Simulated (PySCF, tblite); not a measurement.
# Si2NH7: dynamics, then NMR shifts on frames

Aim: move Si2NH7 (`N[SiH2][SiH3]`) away from its starting geometry and see how NMR shifts follow the geometry.

The runs use tblite 0.8.0 and PySCF 2.14.0, with density-fitted response routines of our own; the level of theory stands in each step. All values are computed, except where a source is named. Atoms count from 0, in the outputs and in this text.

## Step 1: The molecule as given

10 atoms, charge 0, multiplicity 1; geometry from: GFN2-xTB.

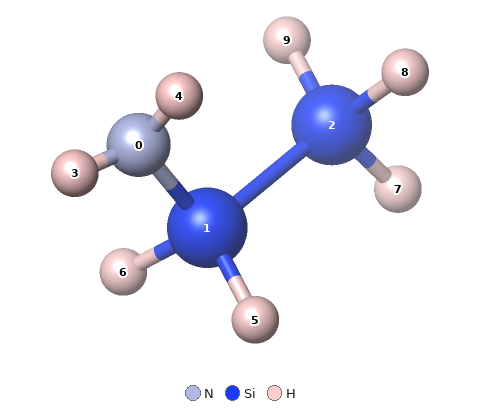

The starting geometry (nitrogen light blue, silicon blue, hydrogen pink), atoms numbered.

## Step 2: Dynamics with GFN2-xTB

The job: settings as JSON, then the geometry in Å.

```
{"job": {"kind": "md", "xc": "GFN2-xTB", "basis": "xTB", "temperature": 400, "steps": 2000, "every": 50, "frames": 5}, "charge": 0, "multiplicity": 1}
N      1.619250     0.645932     0.409775
Si     0.550961    -0.657747     0.033645
Si    -1.582038     0.083511     0.476134
H      2.613762     0.487294     0.380929
H      1.417091     1.566120     0.053814
H      0.696008    -1.150152    -1.353743
H      1.041893    -1.745277     0.887548
H     -2.579009    -0.935542     0.132708
H     -1.948198     1.279920    -0.294107
H     -1.820836     0.430596     1.879534
```

Level: GFN2-xTB Langevin dynamics, gas phase.

Launch:

```console
OMP_NUM_THREADS=1 python probes_run.py task.json out
```

This one command runs all jobs of the session in turn.

Standard output:

```text
t/fs     T/K      E/eV
    0.0   339.0   -270.69942
   25.0   112.5   -270.43630
   50.0   239.2   -270.32374
   75.0   277.4   -270.39741
  100.0   345.4   -270.30770
  125.0   294.7   -270.33869
  150.0   444.0   -270.41171
  175.0   369.8   -270.39811
  200.0   251.0   -270.24419
  225.0   359.7   -270.32023
  250.0   444.1   -270.41761
  275.0   373.5   -270.27802
  300.0   273.0   -270.20516
  325.0   230.4   -270.30472
  350.0   275.8   -270.30547
  375.0   295.8   -270.35378
  400.0   276.9   -270.35561
  425.0   320.3   -270.33514
  450.0   261.4   -270.31864
  475.0   218.6   -270.26484
  500.0   275.6   -270.32183
  525.0   406.6   -270.24488
  550.0   445.5   -270.27398
  575.0   498.6   -270.19367
  600.0   491.1   -270.16664
  625.0   451.7   -270.22312
  650.0   311.7   -270.08534
  675.0   299.9   -270.17119
  700.0   458.1   -270.42072
  725.0   477.1   -270.41551
  750.0   391.9   -270.19202
  775.0   460.4   -270.27817
  800.0   547.5   -270.29017
  825.0   434.8   -269.94583
  850.0   463.1   -270.13247
  875.0   408.3   -270.21766
  900.0   404.4   -270.35732
  925.0   459.9   -270.37924
  950.0   536.3   -270.39466
  975.0   392.3   -270.24903
 1000.0   538.1   -270.30669
```

It took 25 s on 1 thread of AMD EPYC, shared host.

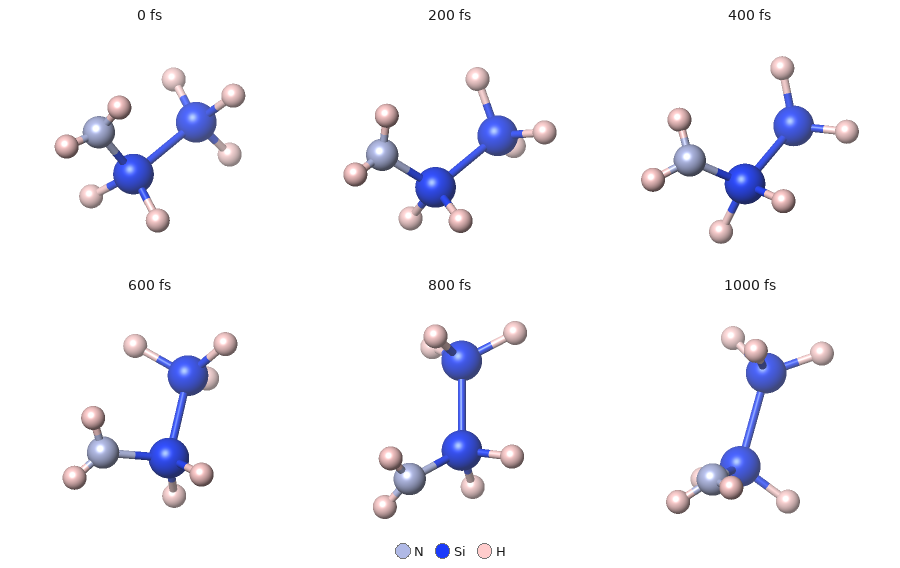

Frames of the run.

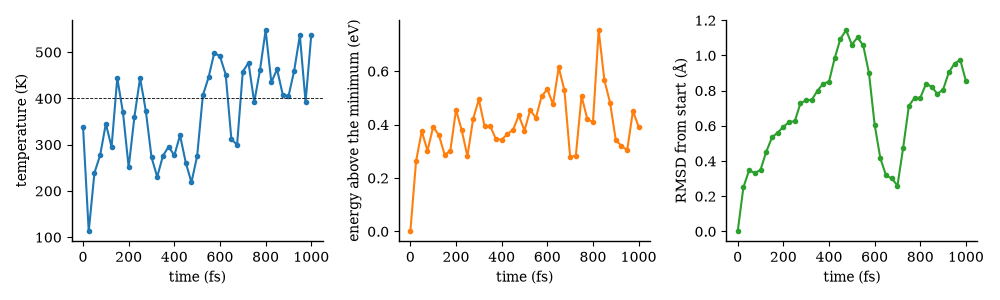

Temperature, potential energy and distance from the start.

Positions (Å) and forces (eV/Å) at 1000 fs:

```xyz
10

N     0.356    0.115   -0.458    1.263   -1.253    1.474
Si   -1.124   -0.335    0.280   -1.486    1.346   -0.431
Si   -2.193    1.647    1.182    1.030    0.556   -0.837
H     0.504    0.478   -1.368   -0.036    0.124   -0.464
H     1.099   -0.554   -0.170   -0.454    1.008   -0.694
H    -1.921   -0.903   -0.835   -0.139   -0.118    0.284
H    -0.881   -1.309    1.312    0.201   -0.366    0.240
H    -3.496    2.188    0.724    0.104   -0.461    0.098
H    -1.315    2.827    0.739   -0.380   -0.659    0.258
H    -2.178    1.789    2.639   -0.103   -0.176    0.072
```

## Step 3: NMR shieldings: 250 fs, PBE0/pcSseg-1

The job: settings as JSON, then the geometry in Å.

```
{"job": {"kind": "nmr", "xc": "PBE0", "basis": "pcSseg-1", "pop": false}, "charge": 0, "multiplicity": 1}
N      1.514000     0.597200     0.562400
Si     0.299400    -0.436700    -0.099200
Si    -1.782900     0.209900     0.634100
H      2.445400     0.285800     0.290600
H      1.504900     1.541000     0.918900
H      0.532700    -0.590100    -1.612300
H      0.588200    -1.799500     0.291000
H     -2.465400    -0.878400     1.234500
H     -2.593300     0.745400    -0.513400
H     -2.076000     1.165700     1.731600
```

Method: GIAO PBE0/pcSseg-1 NMR shielding, non-relativistic, gas phase.

Standard output:

```text
coarse grid: 8656 points
cycle   1  E = -637.5465877885  dE = -6.808e-02  |g| = 4.038e-01  |ddm| = 2.673e+00
cycle   2  E = -637.5152672383  dE =  3.132e-02  |g| = 5.540e-01  |ddm| = 7.492e-01
cycle   3  E = -637.5812864983  dE = -6.602e-02  |g| = 3.631e-02  |ddm| = 4.905e-01
cycle   4  E = -637.5816324295  dE = -3.459e-04  |g| = 6.390e-03  |ddm| = 5.130e-02
cycle   5  E = -637.5816433368  dE = -1.091e-05  |g| = 1.803e-03  |ddm| = 1.059e-02
cycle   6  E = -637.5816444496  dE = -1.113e-06  |g| = 3.013e-04  |ddm| = 2.819e-03
final grid: 72448 points
cycle   7  E = -637.5942760854  dE = -7.571e-06  |g| = 5.352e-03  |ddm| = 1.030e-02
cycle   8  E = -637.5942698048  dE =  6.281e-06  |g| = 7.653e-03  |ddm| = 9.760e-03
cycle   9  E = -637.5942818814  dE = -1.208e-05  |g| = 2.196e-04  |ddm| = 5.738e-03
cycle  10  E = -637.5942818885  dE = -7.160e-09  |g| = 4.811e-05  |ddm| = 2.587e-04
cycle  11  E = -637.5942818891  dE = -5.800e-10  |g| = 1.454e-05  |ddm| = 7.837e-05
converged SCF energy = -637.5942818891

GIAO shielding tensors (ppm)
atom      isotropic    diamagn.    paramagn.     s11        s22        s33       span
  0 N      268.890     317.115     -48.225    231.999    241.057    333.614    101.615
  1 Si     402.081     878.617    -476.536    337.893    380.675    487.676    149.783
  2 Si     478.218     879.695    -401.477    433.096    468.480    533.078     99.982
  3 H       31.887      29.526       2.362     22.439     28.804     44.419     21.980
  4 H       30.998      30.913       0.085     23.991     27.717     41.288     17.297
  5 H       25.707      28.369      -2.662     22.184     24.190     30.746      8.562
  6 H       26.754      29.656      -2.902     23.621     25.207     31.434      7.813
  7 H       28.925      29.407      -0.482     25.358     26.458     34.958      9.601
  8 H       27.925      28.074      -0.149     24.462     25.560     33.754      9.292
  9 H       27.837      28.536      -0.699     24.852     25.756     32.902      8.050
```

Run time: 11 s. Hardware: 1 thread of AMD EPYC, shared host; peak memory 0.44 GiB.

The references, computed at this level on geometries of the same kind, shield at (ppm): 1H TMS 31.72, 29Si TMS 349.2, 15N NH3 267.7. Their shielding less the atom's gives the shift. The references are single molecules in the gas phase, so shifts against H2O, NH3, PH3, H3PO4 or CFCl3 are not on the usual liquid scales and can be off by tens of ppm. Each atom is listed at this fixed geometry, with no averaging over motion; a spectrum would average atoms that exchange fast.

| atoms | environment | σ (ppm) | δ (ppm) |
| --- | --- | --- | --- |
| H5 | hydrogen on a silicon bonded to N, Si | 25.71 | 6.01 |
| H6 | hydrogen on a silicon bonded to N, Si | 26.75 | 4.96 |
| H9 | hydrogen on a silicon bonded to Si | 27.84 | 3.88 |
| H8 | hydrogen on a silicon bonded to Si | 27.93 | 3.79 |
| H7 | hydrogen on a silicon bonded to Si | 28.92 | 2.79 |
| H4 | hydrogen on a nitrogen bonded to Si | 31.00 | 0.72 |
| H3 | hydrogen on a nitrogen bonded to Si | 31.89 | -0.17 |
| N0 | nitrogen bonded to Si, 2 H | 268.9 | -1.2 |
| Si1 | silicon bonded to N, Si, 2 H | 402.1 | -52.9 |
| Si2 | silicon bonded to Si, 3 H | 478.2 | -129.1 |

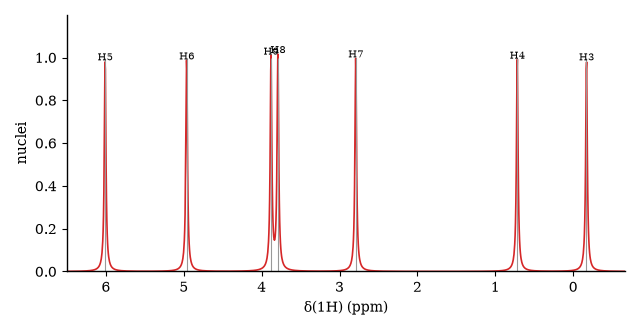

1H lines at the computed shifts, without couplings. Lines are broadened to a width of 0.02 ppm (Lorentzian).

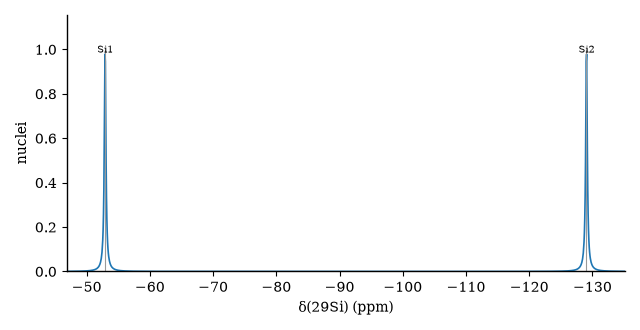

29Si lines at the computed shifts, without couplings. Lines are broadened to a width of 0.30 ppm (Lorentzian).

## Step 4: Nuclear shieldings: 425 fs, PBE0/pcSseg-1

The job: settings as JSON, then the geometry in Å.

```
{"job": {"kind": "nmr", "xc": "PBE0", "basis": "pcSseg-1", "pop": false}, "charge": 0, "multiplicity": 1}
N      1.684900     0.229300     0.598300
Si     0.202600    -0.423400    -0.121300
Si    -1.772200     0.435700     0.791700
H      2.538600    -0.292700     0.578000
H      1.662400     0.657700     1.459900
H      0.605500    -0.361100    -1.545100
H     -0.121600    -1.819000     0.190100
H     -2.249700    -0.689600     1.641400
H     -2.728500     0.519300    -0.395800
H     -1.819700     1.670500     1.476700
```

With the program's defaults for keys left out, this is: GIAO PBE0/pcSseg-1 NMR shielding, non-relativistic, gas phase.

Standard output:

```text
coarse grid: 8656 points
cycle   1  E = -637.5452672952  dE = -7.851e-02  |g| = 4.166e-01  |ddm| = 2.679e+00
cycle   2  E = -637.5074322681  dE =  3.784e-02  |g| = 5.845e-01  |ddm| = 9.683e-01
cycle   3  E = -637.5820555066  dE = -7.462e-02  |g| = 3.541e-02  |ddm| = 6.578e-01
cycle   4  E = -637.5823803961  dE = -3.249e-04  |g| = 5.329e-03  |ddm| = 5.448e-02
cycle   5  E = -637.5823884920  dE = -8.096e-06  |g| = 1.285e-03  |ddm| = 1.055e-02
final grid: 72448 points
cycle   6  E = -637.5952343153  dE = -8.883e-06  |g| = 5.080e-03  |ddm| = 1.039e-02
cycle   7  E = -637.5952294794  dE =  4.836e-06  |g| = 6.952e-03  |ddm| = 1.053e-02
cycle   8  E = -637.5952395286  dE = -1.005e-05  |g| = 4.388e-04  |ddm| = 6.316e-03
cycle   9  E = -637.5952395705  dE = -4.192e-08  |g| = 6.671e-05  |ddm| = 5.680e-04
cycle  10  E = -637.5952395719  dE = -1.373e-09  |g| = 1.262e-05  |ddm| = 1.073e-04
cycle  11  E = -637.5952395719  dE = -5.889e-11  |g| = 2.122e-06  |ddm| = 2.013e-05
converged SCF energy = -637.5952395719

GIAO shielding tensors (ppm)
atom      isotropic    diamagn.    paramagn.     s11        s22        s33       span
  0 N      277.223     315.242     -38.019    237.980    271.642    322.047     84.068
  1 Si     399.048     878.648    -479.601    337.982    366.359    492.802    154.819
  2 Si     462.542     880.211    -417.670    435.062    471.066    481.497     46.434
  3 H       32.371      30.407       1.964     24.168     27.898     45.047     20.879
  4 H       33.685      33.527       0.158     25.300     29.835     45.921     20.621
  5 H       26.414      29.048      -2.634     22.255     25.181     31.807      9.552
  6 H       26.571      29.907      -3.336     23.222     25.423     31.067      7.846
  7 H       27.829      28.973      -1.144     24.478     25.913     33.095      8.618
  8 H       27.355      28.076      -0.721     24.509     25.265     32.292      7.783
  9 H       28.839      30.033      -1.194     25.569     26.380     34.569      8.999
```

It took 9.7 s on 1 thread of AMD EPYC, shared host; peak memory 0.46 GiB.

Key values: δ N0 -9.5, Si1 -49.9, Si2 -113.4, H5 5.30, H6 5.15 ppm.

## Step 5: NMR shieldings: 625 fs, PBE0/pcSseg-1

The job: settings as JSON, then the geometry in Å.

```
{"job": {"kind": "nmr", "xc": "PBE0", "basis": "pcSseg-1", "pop": false}, "charge": 0, "multiplicity": 1}
N      1.549700    -0.573400     0.356200
Si    -0.104100    -0.700500    -0.102800
Si    -1.297100     0.808900     1.277300
H      2.014300    -1.463300     0.620500
H      2.266000     0.184300     0.262200
H     -0.183200    -0.175400    -1.433300
H     -0.198100    -2.071000    -0.027400
H     -2.684900     0.480100     1.330200
H     -1.319700     2.155900     0.675800
H     -0.783900     0.744300     2.579400
```

With the program's defaults for keys left out, this is: GIAO PBE0/pcSseg-1 NMR shielding, non-relativistic, gas phase.

Standard output:

```text
coarse grid: 8656 points
cycle   1  E = -637.5388360113  dE = -3.701e-02  |g| = 4.107e-01  |ddm| = 2.702e+00
cycle   2  E = -637.5020804851  dE =  3.676e-02  |g| = 5.808e-01  |ddm| = 9.318e-01
cycle   3  E = -637.5755640315  dE = -7.348e-02  |g| = 3.189e-02  |ddm| = 6.232e-01
cycle   4  E = -637.5758272136  dE = -2.632e-04  |g| = 5.070e-03  |ddm| = 4.716e-02
cycle   5  E = -637.5758343229  dE = -7.109e-06  |g| = 8.710e-04  |ddm| = 8.961e-03
final grid: 72448 points
cycle   6  E = -637.5874867141  dE = -9.355e-06  |g| = 5.188e-03  |ddm| = 1.031e-02
cycle   7  E = -637.5874804459  dE =  6.268e-06  |g| = 7.560e-03  |ddm| = 1.154e-02
cycle   8  E = -637.5874923427  dE = -1.190e-05  |g| = 2.378e-04  |ddm| = 6.516e-03
cycle   9  E = -637.5874923522  dE = -9.512e-09  |g| = 5.778e-05  |ddm| = 2.985e-04
cycle  10  E = -637.5874923530  dE = -8.215e-10  |g| = 1.320e-05  |ddm| = 8.539e-05
converged SCF energy = -637.5874923530

GIAO shielding tensors (ppm)
atom      isotropic    diamagn.    paramagn.     s11        s22        s33       span
  0 N      269.711     316.580     -46.868    224.744    252.376    332.014    107.269
  1 Si     396.005     879.503    -483.498    320.324    403.167    464.524    144.200
  2 Si     468.123     880.788    -412.665    447.506    458.306    498.556     51.049
  3 H       30.945      29.298       1.647     22.610     27.929     42.296     19.686
  4 H       31.036      29.768       1.268     23.440     27.829     41.839     18.399
  5 H       26.402      30.135      -3.733     21.753     25.883     31.570      9.817
  6 H       27.569      31.058      -3.489     23.376     26.989     32.343      8.967
  7 H       29.043      29.913      -0.870     25.964     26.607     34.559      8.596
  8 H       28.127      29.470      -1.342     25.374     26.012     32.996      7.622
  9 H       29.277      30.428      -1.151     26.037     26.982     34.813      8.776
```

Wall time 11 s (1 thread of AMD EPYC, shared host); peak memory 0.46 GiB.

Key values: δ N0 -2.0, Si1 -46.8, Si2 -119.0, H5 5.31, H6 4.15 ppm.

## Step 6: Nuclear shieldings: 800 fs, PBE0/pcSseg-1

The job: settings as JSON, then the geometry in Å.

```
{"job": {"kind": "nmr", "xc": "PBE0", "basis": "pcSseg-1", "pop": false}, "charge": 0, "multiplicity": 1}
N      1.073100    -0.766900    -0.129500
Si    -0.621800    -0.450400     0.044900
Si    -1.439800     1.066000     1.606700
H      1.706100    -0.068000     0.008100
H      1.497000    -1.662100     0.116800
H     -1.201200     0.000700    -1.200700
H     -1.262700    -1.762100     0.109500
H     -2.577400     1.933400     1.105200
H     -0.389800     2.103800     1.568700
H     -1.644100     0.536100     3.021000
```

Level: GIAO PBE0/pcSseg-1 NMR shielding, non-relativistic, gas phase.

Standard output:

```text
coarse grid: 8656 points
cycle   1  E = -637.5488998117  dE = -6.780e-02  |g| = 4.033e-01  |ddm| = 2.679e+00
cycle   2  E = -637.5163288561  dE =  3.257e-02  |g| = 5.554e-01  |ddm| = 7.925e-01
cycle   3  E = -637.5834766180  dE = -6.715e-02  |g| = 3.912e-02  |ddm| = 5.265e-01
cycle   4  E = -637.5838859935  dE = -4.094e-04  |g| = 5.802e-03  |ddm| = 5.300e-02
cycle   5  E = -637.5838964769  dE = -1.048e-05  |g| = 1.295e-03  |ddm| = 1.089e-02
cycle   6  E = -637.5838971430  dE = -6.662e-07  |g| = 2.372e-04  |ddm| = 2.505e-03
final grid: 72448 points
cycle   7  E = -637.5972890604  dE = -8.783e-06  |g| = 4.883e-03  |ddm| = 1.085e-02
cycle   8  E = -637.5972840690  dE =  4.991e-06  |g| = 6.862e-03  |ddm| = 8.841e-03
cycle   9  E = -637.5972937801  dE = -9.711e-06  |g| = 2.743e-04  |ddm| = 5.339e-03
cycle  10  E = -637.5972937941  dE = -1.392e-08  |g| = 5.592e-05  |ddm| = 3.477e-04
cycle  11  E = -637.5972937949  dE = -8.378e-10  |g| = 1.352e-05  |ddm| = 9.050e-05
converged SCF energy = -637.5972937949

GIAO shielding tensors (ppm)
atom      isotropic    diamagn.    paramagn.     s11        s22        s33       span
  0 N      282.718     317.249     -34.531    241.278    273.917    332.958     91.680
  1 Si     413.260     879.168    -465.909    333.767    403.688    502.325    168.558
  2 Si     466.807     879.978    -413.171    426.956    464.904    508.562     81.606
  3 H       34.248      34.516      -0.268     25.303     30.183     47.259     21.956
  4 H       31.253      29.876       1.377     23.296     26.842     43.621     20.325
  5 H       27.024      29.787      -2.763     22.039     26.438     32.595     10.556
  6 H       26.839      29.185      -2.347     23.707     25.633     31.177      7.469
  7 H       27.467      28.211      -0.743     24.512     25.135     32.755      8.243
  8 H       27.992      29.861      -1.869     25.246     26.539     32.190      6.944
  9 H       27.522      27.884      -0.362     24.327     25.224     33.014      8.687
```

It took 12 s on 1 thread of AMD EPYC, shared host; peak memory 0.46 GiB.

In short: δ N0 -15.0, Si1 -64.1, Si2 -117.6, H6 4.88, H5 4.69 ppm.

## Step 7: Shielding tensors: 1000 fs, PBE0/pcSseg-1

The job: settings as JSON, then the geometry in Å.

```
{"job": {"kind": "nmr", "xc": "PBE0", "basis": "pcSseg-1", "pop": false}, "charge": 0, "multiplicity": 1}
N      0.356500     0.114900    -0.458200
Si    -1.123700    -0.334600     0.279900
Si    -2.193500     1.646500     1.182400
H      0.504500     0.477900    -1.368000
H      1.099200    -0.553900    -0.170300
H     -1.921100    -0.903300    -0.835100
H     -0.881000    -1.309400     1.311900
H     -3.496200     2.188100     0.724400
H     -1.314900     2.827300     0.739000
H     -2.177500     1.789000     2.638700
```

Level: GIAO PBE0/pcSseg-1 NMR shielding, non-relativistic, gas phase.

Standard output:

```text
coarse grid: 8656 points
cycle   1  E = -637.5463139946  dE = -1.182e-01  |g| = 4.128e-01  |ddm| = 2.665e+00
cycle   2  E = -637.5130060573  dE =  3.331e-02  |g| = 5.673e-01  |ddm| = 8.450e-01
cycle   3  E = -637.5829249363  dE = -6.992e-02  |g| = 3.556e-02  |ddm| = 5.640e-01
cycle   4  E = -637.5832472221  dE = -3.223e-04  |g| = 6.718e-03  |ddm| = 4.743e-02
cycle   5  E = -637.5832589343  dE = -1.171e-05  |g| = 2.166e-03  |ddm| = 1.208e-02
cycle   6  E = -637.5832603658  dE = -1.432e-06  |g| = 2.763e-04  |ddm| = 3.191e-03
final grid: 72448 points
cycle   7  E = -637.5958196073  dE = -7.641e-06  |g| = 5.354e-03  |ddm| = 9.957e-03
cycle   8  E = -637.5958136217  dE =  5.986e-06  |g| = 7.548e-03  |ddm| = 1.012e-02
cycle   9  E = -637.5958253507  dE = -1.173e-05  |g| = 2.650e-04  |ddm| = 6.026e-03
cycle  10  E = -637.5958253618  dE = -1.113e-08  |g| = 4.932e-05  |ddm| = 2.987e-04
cycle  11  E = -637.5958253625  dE = -6.488e-10  |g| = 1.325e-05  |ddm| = 8.042e-05
converged SCF energy = -637.5958253625

GIAO shielding tensors (ppm)
atom      isotropic    diamagn.    paramagn.     s11        s22        s33       span
  0 N      274.590     319.531     -44.942    236.071    264.096    323.603     87.532
  1 Si     396.317     878.779    -482.463    327.268    394.831    466.852    139.585
  2 Si     461.873     878.928    -417.055    429.973    456.968    498.679     68.706
  3 H       32.209      32.653      -0.443     24.664     28.259     43.706     19.042
  4 H       30.932      31.152      -0.220     22.357     28.119     42.320     19.963
  5 H       25.895      28.348      -2.454     21.228     25.267     31.188      9.960
  6 H       26.887      29.370      -2.483     23.382     26.217     31.061      7.679
  7 H       27.850      27.963      -0.113     24.949     25.287     33.314      8.366
  8 H       27.330      28.231      -0.900     24.404     25.914     31.673      7.269
  9 H       28.289      28.579      -0.290     25.128     25.877     33.863      8.736
```

Run time: 12 s. Hardware: 1 thread of AMD EPYC, shared host; peak memory 0.46 GiB.

Key values: δ N0 -6.9, Si1 -47.2, Si2 -112.7, H5 5.82, H6 4.83 ppm.

## Step 8: Run by run: NMR shifts

Shifts (ppm) of some atoms, chosen among heavy atoms and hydrogens apart, with basis size and wall time:

| frame | H9 | H7 | H4 | H3 | N0 | Si1 | Si2 | functions | time |
| --- | --- | --- | --- | --- | --- | --- | --- | --- | --- |
| 250 fs | 3.88 | 2.79 | 0.72 | -0.17 | -1.2 | -52.9 | -129.1 | 100 | 11 s |
| 425 fs | 2.88 | 3.89 | -1.97 | -0.65 | -9.5 | -49.9 | -113.4 | 100 | 9.7 s |
| 625 fs | 2.44 | 2.67 | 0.68 | 0.77 | -2.0 | -46.8 | -119.0 | 100 | 11 s |
| 800 fs | 4.20 | 4.25 | 0.46 | -2.53 | -15.0 | -64.1 | -117.6 | 100 | 12 s |
| 1000 fs | 3.43 | 3.87 | 0.79 | -0.49 | -6.9 | -47.2 | -112.7 | 100 | 12 s |

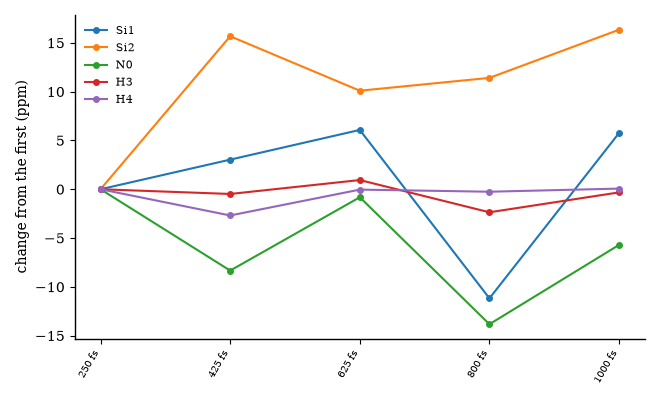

How five of the tabulated atoms move from run to run.

## Step 9: Outcome

| quantity | value |
| --- | --- |
| thermostat | 400 K |
| mean temperature, second half | 436 K |
| mean potential energy above the minimum | 0.45 eV |
| 1H shifts against TMS (PBE0/pcSseg-1, 250 fs) | 6.01, 4.96, 3.88, 3.79, 2.79, 0.72, -0.17 ppm |
| 15N shifts against NH3 (PBE0/pcSseg-1, 250 fs) | -1.2 ppm |
| 29Si shifts against TMS (PBE0/pcSseg-1, 250 fs) | -52.9, -129.1 ppm |
| range of the shift of Si1 | -64.1 to -46.8 ppm |

In words: In the second half the potential energy averages 0.45 eV above the minimum; equipartition over 24 harmonic modes at 400 K would give 0.41 eV. With 10 atoms the temperature swings widely (112 to 548 K). Shifts at one fixed geometry are not the observed spectrum, which averages over the motion. In the first frame run (250 fs): The widest tensor belongs to Si1: span 150 ppm, with a paramagnetic part of -477 ppm. Across the 5 runs the shift of Si1 moves most, between -64.1 (800 fs) and -46.8 ppm (625 fs).
